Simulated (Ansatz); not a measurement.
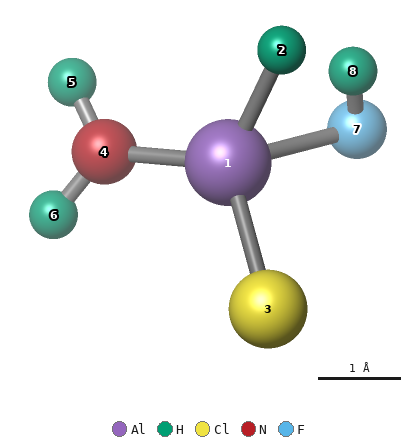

Figure 1. The input geometry (ball-and-stick view, seen at a tilt; atoms are numbered from 1 in the order of the input). Sticks mark near contacts.

# Frequency calculation, with input and output: AlNH4ClF

- system: AlNH4ClF
- method: RKS r2SCAN-D4/def2-SVP (Ansatz 0.2.0)

It belongs to a series of runs on one base structure; here: vibrations at the highest image of the band. Figures and captions count atoms from 1; the log counts them from 0 in places.

**Input file**
```yaml
crystal:
  periodic: [false, false, false]
  atoms:
    - { symbol: Al, position_ang: [-0.035241, 0.188796, -0.043074] }
    - { symbol: H, position_ang: [0.010433, -0.25983, 1.543403] }
    - { symbol: Cl, position_ang: [1.784649, 0.150715, -1.108232] }
    - { symbol: "N", position_ang: [-1.559044, -0.01158, -0.907624] }
    - { symbol: H, position_ang: [-2.468015, -0.157927, -0.480933] }
    - { symbol: H, position_ang: [-1.647268, -0.028815, -1.918685] }
    - { symbol: F, position_ang: [0.027398, 1.888628, 1.018146] }
    - { symbol: H, position_ang: [0.049186, 1.128214, 1.673999] }
basis:
  gaussian: { orbitals: def2-SVP }
hamiltonian:
  xc: r2scan
  dispersion: d4
phonons: {}
```

Hardware: 2 threads of Arm Neoverse V1, 24 GiB of memory available, shared host.

Run as:
```bash
ansatz run input.yaml --threads 2 --pin off --max-ram 3072MiB --backend cpu --events-out ev --progress --plain --runs-dir out
```

**Output**
```
Engine: ansatz 0.2.0, aarch64-unknown-linux-gnu
Functional definition: r2SCAN
  parameter k0 = 0.174
  parameter k1 = 0.065
  parameter a1 = 4.9479
  exchange = r2scan_x(k0 = k0, k1 = k1, a1 = a1)
  correlation = r2scan_c
940 factors; their error is unknown
mean field evaluation 1: about -23374.1801 eV, gradient 6.3e1 eV
mean field evaluation 2: about -23345.8845 eV, gradient 1.1e2 eV
mean field evaluation 4: about -23381.8427 eV, gradient 9.3e0 eV
mean field evaluation 8: about -23381.9817 eV, gradient 1.5e-1 eV
mean field evaluation 16: about -23381.9286 eV, gradient 5.5e-5 eV
mean field -23381.92863966 eV, -859.2700286669 hartree, gradient 1.4e-5 eV, S^2 0.000000; 0 other end points of the search recorded, 0 dependent functions left out
the calculation of the forces begins
reference -23381.92865020 eV, -859.2700290546 hartree; 25, 25 occupied and 59, 59 virtual orbitals, 940 factors
these checks for a lower state are left out or cut short: stability, starts, cluster_reference, orbital_swaps, neighbouring_geometries, increment
940 factors; their error is unknown
mean field -23381.92854032 eV, -859.2700250163 hartree, gradient 2.9e-6 eV, S^2 0.000000; 0 other end points of the search recorded, 0 dependent functions left out
[... from here on the field's lines of each further geometry are left out, up to the last ...]
the calculation of the forces begins
reference -23381.92861441 eV, -859.2700277393 hartree; 25, 25 occupied and 59, 59 virtual orbitals, 940 factors
these checks for a lower state are left out or cut short: stability, starts, cluster_reference, orbital_swaps, neighbouring_geometries, increment
940 factors; their error is unknown
mean field -23381.92855870 eV, -859.2700256918 hartree, gradient 1.9e-6 eV, S^2 0.000000; 0 other end points of the search recorded, 0 dependent functions left out
the calculation of the forces begins
reference -23381.92856925 eV, -859.2700260795 hartree; 25, 25 occupied and 59, 59 virtual orbitals, 940 factors
WARN: phonons: modes at or below zero, which the zero-point energy, F, S and C_V leave out: 1, the lowest at -164.56 cm⁻¹. A minimum has none, and a first-order saddle one
Total energy: -23381.96303884 eV, -859.2712928135 hartree
Atom 0 at    -0.035241     0.188796    -0.043074 Å, force     0.001246     0.005059     0.001140 eV/Å
Atom 1 at     0.010433    -0.259830     1.543403 Å, force    -0.000199    -0.001014     0.000558 eV/Å
Atom 2 at     1.784649     0.150715    -1.108232 Å, force    -0.000334     0.000579     0.000645 eV/Å
Atom 3 at    -1.559044    -0.011580    -0.907624 Å, force    -0.004723    -0.001438     0.000680 eV/Å
Atom 4 at    -2.468015    -0.157927    -0.480933 Å, force     0.000757    -0.000925    -0.001874 eV/Å
Atom 5 at    -1.647268    -0.028815    -1.918685 Å, force     0.001237     0.000293     0.001070 eV/Å
Atom 6 at     0.027398     1.888628     1.018146 Å, force     0.002866     0.007781    -0.011223 eV/Å
Atom 7 at     0.049186     1.128214     1.673999 Å, force    -0.000850    -0.010334     0.009004 eV/Å
Dipole moment:    -0.491230     0.025461     0.227243 e Å
Vibrations: -164.56 133.75 170.89 228.45 286.42 361.23 446.18 507.28 625.44 720.51 845.12 981.84 1117.94 1524.59 1729.86 2756.32 3593.56 3685.24 cm⁻¹, zero-point energy 1.222153 eV
```

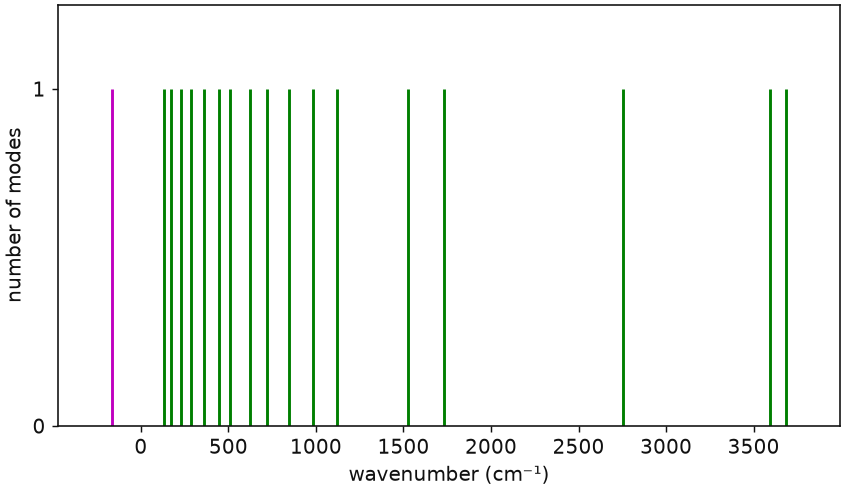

Figure 2. Harmonic vibrational wavenumbers from the force constants; neighbouring modes closer than 17 cm⁻¹ are counted in one stick, and imaginary ones are drawn at negative wavenumbers. 18 modes from 165i to 3685 cm⁻¹, 1 imaginary beyond 8i (165i cm⁻¹): a first-order saddle point, if the geometry is stationary.

**Results in brief**

| quantity | value |
| --- | --- |
| outcome | converged |
| total energy | −23381.9630 eV |
| mean-field energy | −23381.9287 eV |
| largest force (length of the vector) | 0.014 eV/Å |
| wall time | 68 s (CPU time 2.2 min) |
| peak memory | 0.14 GiB |
